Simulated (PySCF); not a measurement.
Molecule: SMILES S([Si](F)(F)F)[Si](F)(F)F (F6SSi2). Atoms near the plane z = 0.0 Å, at the CAM-B3LYP/def2-SVP optimised geometry (x, y, z in Å): Si6 (-0.5, -0.8, 0.0), F8 (-1.0, 0.8, 0.0), F9 (1.0, -0.8, 0.0).

Level of theory: PySCF with CAM-B3LYP/def2-TZVP. Cells within 0.4 Å of a nucleus heavier than hydrogen are left out (blank, or x). The values are rescaled to run from 0 to 1.

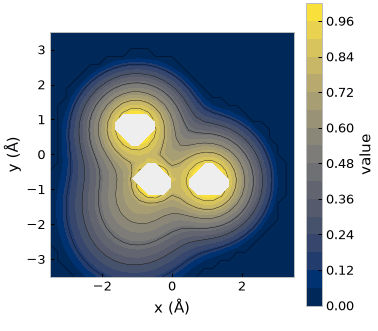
*a field on the plane z = 0.0 Å.*

Task: Which quantity is mapped?
A) electron localisation function
B) log10 of the electron density
C) an orbital amplitude
D) deformation density (molecule minus spherical neutral atoms)

Result: B, log10 of the electron density. In full: log10 of the electron density (e/bohr³), floored at −4.
